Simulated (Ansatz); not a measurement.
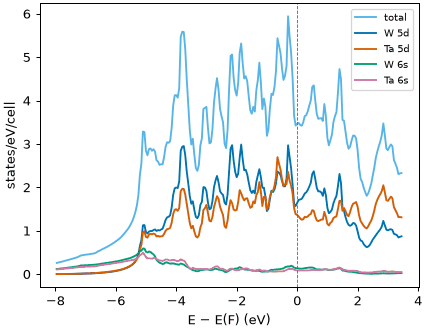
Figure: Total and projected density of states of TaW in space group Cmcm (No. 63; Ta on 4c, W on 4c), DFT-r²SCAN in the program Ansatz with PAW potentials

Which orbitals carry the states next to the Fermi level?

Within 0.5 eV of the Fermi level: W 5d 49 %, Ta 5d 39 %, outside the projected shells 5 %. Projections are on Löwdin-orthogonalised atomic valence shells; empty p or d shells of many metals are not among them.

Where is the tallest occupied peak in this window, and what makes it?

Near -0.3 eV, about 5.9 states/eV per cell; the largest projected share is W 5d.

The start of the workflow was typed in or built on a structure type; neither database checked (COD, Materials Project) lists it. Whether it is the stable phase at ambient conditions was not checked. The r²SCAN relaxation kept the symmetry of its start; whether a distortion lowers the energy is not shown. No spin polarisation was allowed. Its formation energy is positive at this level, so the cell may be metastable or incomplete. Spin–orbit coupling is left out wherever it is not named.

Potentials: the earlier of the program's two PAW sets.
